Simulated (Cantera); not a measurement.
Charge: 1 mol SiH4, 0.82 mol HCl, 15 mol H2, 0.16 mol C3H8, held at 0.0100 bar.

Method: chemical equilibrium by Gibbs-energy minimisation in Cantera with the NASA 1993 tables (ideal gas, pure condensed phases). Candidate condensed phases: C, C6H6, C7H8, C8H18, Si, SiC; 109 gas species. Mutual solubility and eutectic melting of coexisting phases are not modelled. The tables' values for SiCl, SiCl3 are old estimates; treat these amounts as uncertain. Gases not in the tables: Si2H6 and higher silanes. Equilibrium is a limit: real reactors are often held back by kinetics, nucleation or transport.

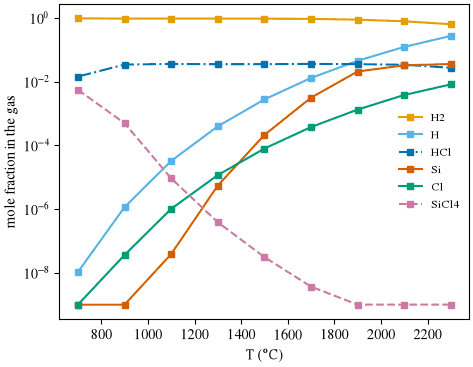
Equilibrium gas composition (values under 1e-9 drawn at 1e-9)

From 700 °C to 1300 °C the condensed part is Si(s) + SiC(s). From 1500 °C to 1700 °C the condensed part is Si(l) + SiC(s). From 1900 °C to 2100 °C the condensed part is SiC(s). At 2300 °C nothing is condensed. The main Si-bearing gas is SiCl4 at 700 °C and Si at 2300 °C.
